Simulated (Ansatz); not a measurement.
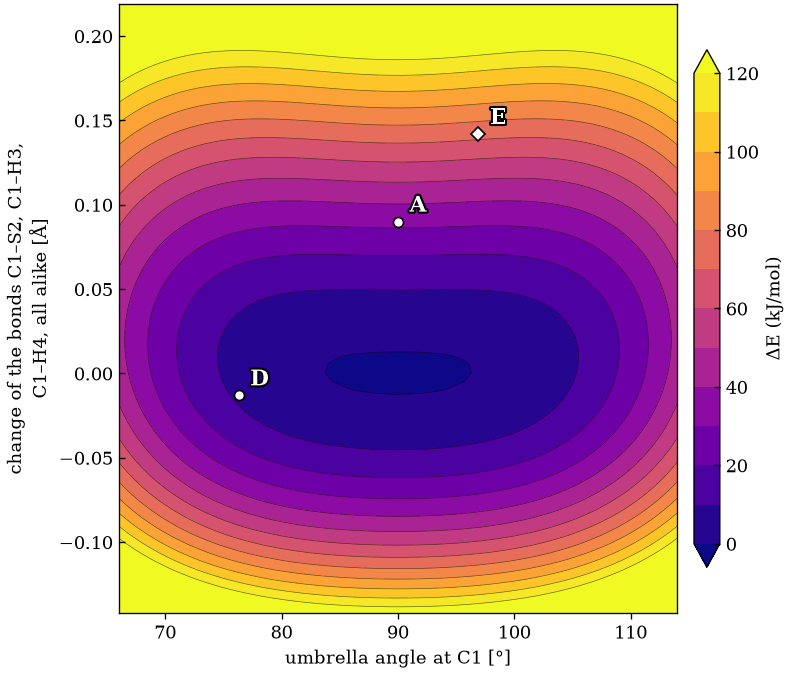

CH3S, SMILES [CH2]S, spin multiplicity 2. Coordinates scanned: (1) umbrella angle at C1 (between each of its bonds and their common axis; 90 is planar); (2) change of the bonds C1–S2, C1–H3, C1–H4, all alike. Nothing is relaxed (all other coordinates rigid). Grid: 15 × 15 points. Points are written as (first, second). Energies are in kJ/mol, from the lowest grid point. Computed with UKS PBE0-D4/def2-TZVP in Ansatz.

Drawn: filled contours, one colour for all values above the top of the scale, lettered points. Between grid points the surface is interpolated.

### What kind of point is each of A, D, E: minimum, saddle, maximum or slope?

A: on a slope; D: on a slope; E: on a slope. (In these two coordinates alone; a stationary point may lie a little off the grid point.)

### Rank the lettered points by energy, lowest first.

D (9 kJ/mol), A (33 kJ/mol), E (73 kJ/mol).
